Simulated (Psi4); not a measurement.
# A workflow on CHClO (formyl chloride)

We compute a geometry optimisation (SVWN-RPA/6-31G**), then vibrational wavenumbers of CHClO (formyl chloride). Input form: an ASE script.

The calculation is run with Psi4 1.11.

## (1) Starting point

CHClO has 4 atoms, charge 0, and is taken as a singlet. As SMILES, `O=CCl`. The shape is that of a GFN2-xTB (4 decimals) optimisation. The run starts from this shape.

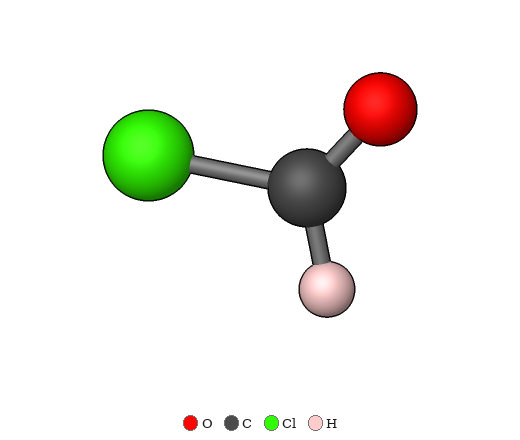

Viewed from a chosen angle; oxygen red, carbon dark grey, chlorine green, hydrogen pink.

## (2) A structure relaxation at SVWN-RPA/6-31G(d,p) (density fitting, Cartesian functions) (run 1)

chclo.sdf reads:

```

     RDKit          3D

  4  3  0  0  0  0  0  0  0  0999 V2000
   -0.9235    0.2470    0.8705 O   0  0  0  0  0  0  0  0  0  0  0  0
   -0.1594    0.0759   -0.0124 C   0  0  0  0  0  0  0  0  0  0  0  0
    1.3895   -0.6807    0.2034 Cl  0  0  0  0  0  0  0  0  0  0  0  0
   -0.3066    0.3578   -1.0615 H   0  0  0  0  0  0  0  0  0  0  0  0
  2  1  2  0
  3  2  1  0
  4  2  1  0
M  END
$$$$
```

run.py reads:

```python
import numpy as np
from ase.calculators.psi4 import Psi4
from ase.io import read
from ase.optimize import FIRE

mol = read('chclo.sdf')
calc = Psi4(atoms=mol, method='svwn', basis='6-31G**', memory='1600MB', num_threads=1, charge=0, multiplicity=1, label='calc', reference='rks')
mol.calc = calc

opt = FIRE(mol)
done = opt.run(fmax=0.02, steps=60)
print('converged:', done)
for s, p in zip(mol.symbols, mol.positions):
    print(f'{s:2s} {p[0]:12.6f} {p[1]:12.6f} {p[2]:12.6f}')
```

Command:

```bash
$ python run.py
```

calc.dat, cut to the lines that bear on the results:

```text
[...]
  Running in c1 symmetry.
[...]
  Nuclear repulsion =   87.933959820803310
[...]
  Multiplicity = 1
[...]
  Nalpha       = 16
  Nbeta        = 16
[...]
    Number of basis functions: 54
[...]
   @DF-RKS iter   1:  -572.24011614925689   -8.57265e-02   1.04214e-02 DIIS/ADIIS
[...]
   @DF-RKS iter  12:  -572.37529044611813    2.27374e-13   2.14094e-09 DIIS
[...]
    Orbital Energies [Eh]
    ---------------------
    Doubly Occupied:
       1A   -100.358540     2A    -18.693847     3A     -9.968122
       4A     -9.181433     5A     -7.041070     6A     -7.032550
       7A     -7.030253     8A     -1.029371     9A     -0.811398
      10A     -0.586002    11A     -0.480746    12A     -0.446436
      13A     -0.430681    14A     -0.322596    15A     -0.314344
      16A     -0.288468
[...]
  @DF-RKS Final Energy:  -572.37529044611813
   => Energetics <=
    Nuclear Repulsion Energy =             87.9339598208033095
    One-Electron Energy =                -964.6887631947449790
    Two-Electron Energy =                 345.1559726002967636
    DFT Exchange-Correlation Energy =     -40.7764596724732158
    Empirical Dispersion Energy =           0.0000000000000000
    VV10 Nonlocal Energy =                  0.0000000000000000
    Total Energy =                       -572.3752904461181288
[...]
 Multipole Moments:
 ------------------------------------------------------------------------------------
     Multipole            Electronic (a.u.)      Nuclear  (a.u.)        Total (a.u.)
 ------------------------------------------------------------------------------------
 L = 1.  Multiply by 2.5417464519 to convert [e a0] to [Debye]
 Dipole X            :          1.6200783           -1.5992336            0.0208447
 Dipole Y            :         -0.8494207            0.9794187            0.1299980
 Dipole Z            :          0.5102596           -1.1937486           -0.6834890
 Magnitude           :                                                    0.6960540
[...]
  -Total Gradient:
     Atom            X                  Y                   Z
    ------   -----------------  -----------------  -----------------
       1        0.000268330314    -0.000078024892    -0.000222653536
       2        0.000058459818    -0.000098524182     0.000351595655
       3       -0.000126001312     0.000036110720     0.000106792297
       4       -0.000192451652     0.000135602563    -0.000230833995
[...]
```

On the terminal:

```text
Step     Time          Energy          fmax
FIRE:    0 hh:mm:ss   -15575.103451        1.096689
FIRE:    1 hh:mm:ss   -15575.113967        0.858838
FIRE:    2 hh:mm:ss   -15575.122520        0.555600
FIRE:    3 hh:mm:ss   -15575.119622        0.868439
FIRE:    4 hh:mm:ss   -15575.122017        0.505293
FIRE:    5 hh:mm:ss   -15575.123420        0.240709
FIRE:    6 hh:mm:ss   -15575.123498        0.223852
FIRE:    7 hh:mm:ss   -15575.123640        0.204050
FIRE:    8 hh:mm:ss   -15575.123824        0.191393
FIRE:    9 hh:mm:ss   -15575.124024        0.174257
FIRE:   10 hh:mm:ss   -15575.124220        0.152531
FIRE:   11 hh:mm:ss   -15575.124402        0.126390
FIRE:   12 hh:mm:ss   -15575.124568        0.114807
FIRE:   13 hh:mm:ss   -15575.124726        0.100643
FIRE:   14 hh:mm:ss   -15575.124853        0.072463
FIRE:   15 hh:mm:ss   -15575.124916        0.066602
FIRE:   16 hh:mm:ss   -15575.124903        0.093300
FIRE:   17 hh:mm:ss   -15575.124907        0.089596
FIRE:   18 hh:mm:ss   -15575.124915        0.082426
FIRE:   19 hh:mm:ss   -15575.124925        0.072257
FIRE:   20 hh:mm:ss   -15575.124936        0.059833
FIRE:   21 hh:mm:ss   -15575.124946        0.046153
FIRE:   22 hh:mm:ss   -15575.124955        0.032645
FIRE:   23 hh:mm:ss   -15575.124963        0.033047
FIRE:   24 hh:mm:ss   -15575.124969        0.036841
FIRE:   25 hh:mm:ss   -15575.124974        0.036514
FIRE:   26 hh:mm:ss   -15575.124977        0.030508
FIRE:   27 hh:mm:ss   -15575.124979        0.019015
converged: True
O     -0.939496     0.252513     0.879622
C     -0.168958     0.079256    -0.007525
Cl     1.414168    -0.691505     0.200796
H     -0.305801     0.359776    -1.072890
```

Run time: 29 s. Hardware: 1 thread of AMD EPYC 9R45 (Zen 5), shared host; peak memory 0.53 GiB.

Steps, from the record of the run:

| step | energy from the first frame kept (eV) | largest force (eV/Å) |
| --- | --- | --- |
| 0 | 0.0000 | 1.0967 |
| 2 | -0.0191 | 0.5556 |
| 4 | -0.0186 | 0.5053 |
| 6 | -0.0200 | 0.2238 |
| 8 | -0.0204 | 0.1914 |
| 10 | -0.0208 | 0.1525 |
| 12 | -0.0211 | 0.1148 |
| 14 | -0.0214 | 0.0725 |
| 16 | -0.0215 | 0.0933 |
| 18 | -0.0215 | 0.0824 |
| 20 | -0.0215 | 0.0598 |
| 22 | -0.0215 | 0.0326 |
| 24 | -0.0215 | 0.0368 |
| 26 | -0.0215 | 0.0305 |
| 27 | -0.0215 | 0.0190 |

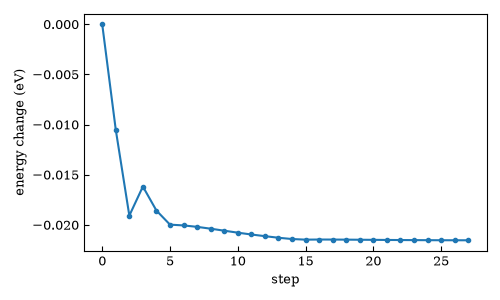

Energy along the run.

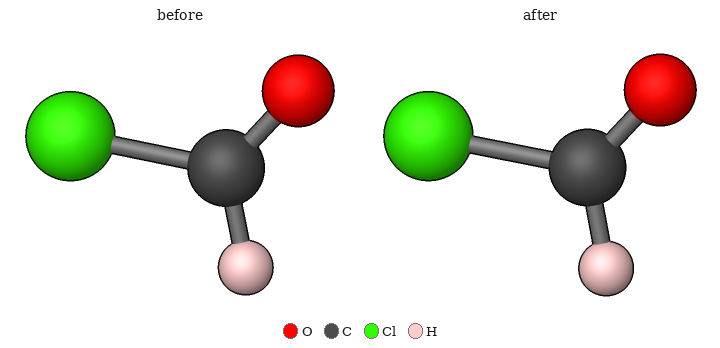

Before and after, at one scale.

After the run. Bond lengths: O1–C2 1.188 Å, C2–Cl3 1.773 Å, C2–H4 1.110 Å. Angles: O1–C2–Cl3 123.7°, O1–C2–H4 126.9°, Cl3–C2–H4 109.4°.

## (3) The harmonic vibrations at SVWN-RPA/6-31G(d,p) (density fitting, Cartesian functions) (run 2)

chclo.xyz reads:

```xyz
4
CHClO
O     -0.947200     0.256380     0.878030
C     -0.176663     0.083123    -0.009118
Cl     1.406464    -0.687638     0.199204
H     -0.313505     0.363643    -1.074483
```

chclo_ase.py reads:

```python
import numpy as np
from ase.calculators.psi4 import Psi4
from ase.io import read
from ase.vibrations import Vibrations

mol = read('chclo.xyz')
calc = Psi4(atoms=mol, method='svwn', basis='6-31G**', memory='1600MB', num_threads=1, charge=0, multiplicity=1, label='calc', reference='rks')
mol.calc = calc

vib = Vibrations(mol, delta=0.01)
vib.run()
vib.summary()
```

Command:

```bash
$ python chclo_ase.py
```

calc.dat, cut to the lines that bear on the results:

```text
[...]
  Running in c1 symmetry.
[...]
  Nuclear repulsion =   87.976883439780678
[...]
  Multiplicity = 1
[...]
  Nalpha       = 16
  Nbeta        = 16
[...]
    Number of basis functions: 54
[...]
   @DF-RKS iter   1:  -572.24013849513995   -8.34213e-02   1.04129e-02 ADIIS/DIIS
[...]
   @DF-RKS iter  12:  -572.37524155411325   -7.95808e-13   2.09825e-09 DIIS
[...]
    Orbital Energies [Eh]
    ---------------------
    Doubly Occupied:
       1A   -100.358434     2A    -18.693673     3A     -9.967378
       4A     -9.181334     5A     -7.040961     6A     -7.032455
       7A     -7.030158     8A     -1.029310     9A     -0.811391
      10A     -0.587634    11A     -0.481187    12A     -0.446340
      13A     -0.430676    14A     -0.322538    15A     -0.314401
      16A     -0.288408
[...]
  @DF-RKS Final Energy:  -572.37524155411325
   => Energetics <=
    Nuclear Repulsion Energy =             87.9768834397806785
    One-Electron Energy =                -964.7713466182640332
    Two-Electron Energy =                 345.1990774725179563
    DFT Exchange-Correlation Energy =     -40.7798558481477613
    Empirical Dispersion Energy =           0.0000000000000000
    VV10 Nonlocal Energy =                  0.0000000000000000
    Total Energy =                       -572.3752415541132450
[...]
 Multipole Moments:
 ------------------------------------------------------------------------------------
     Multipole            Electronic (a.u.)      Nuclear  (a.u.)        Total (a.u.)
 ------------------------------------------------------------------------------------
 L = 1.  Multiply by 2.5417464519 to convert [e a0] to [Debye]
 Dipole X            :          1.6186841           -1.5992336            0.0194505
 Dipole Y            :         -0.8480845            0.9794190            0.1313345
 Dipole Z            :          0.5000575           -1.1843787           -0.6843212
 Magnitude           :                                                    0.6970815
[...]
  -Total Gradient:
     Atom            X                  Y                   Z
    ------   -----------------  -----------------  -----------------
       1        0.000477427780     0.000000881716    -0.000694431628
       2       -0.000580122353     0.001079869980    -0.004897654421
       3       -0.000199014322     0.000107217218     0.000140058586
       4        0.000310197441    -0.001192929950     0.005457275119
[...]
```

Standard output:

```text
---------------------
  #    meV     cm^-1
---------------------
  0    1.7i     13.5i
  1    1.2i      9.4i
  2    0.1i      0.8i
  3    0.0       0.3
  4    0.1       0.9
  5    2.8      22.5
  6   56.2     453.5
  7   92.2     743.6
  8  113.3     914.0
  9  159.8    1288.7
 10  231.7    1869.1
 11  370.1    2985.2
---------------------
Zero-point energy: 0.513 eV
```

It took 26 s on 1 thread of AMD EPYC 9R45 (Zen 5), shared host; peak memory 0.52 GiB.

## (4) Outcome

| quantity | value |
| --- | --- |
| run 1, SVWN-RPA/6-31G**: total energy at the end | -572.37529 Eh |
| run 1, SVWN-RPA/6-31G**: dipole moment | 1.77 D |
| run 1, SVWN-RPA/6-31G**: HOMO energy | -7.85 eV |
| run 1, SVWN-RPA/6-31G**: LUMO energy | -3.18 eV |
| run 1, SVWN-RPA/6-31G**: HOMO–LUMO gap | 4.67 eV |

**Reading.** The optimisation (run 1, SVWN-RPA/6-31G**) took 27 steps and changed the energy by -0.022 eV.
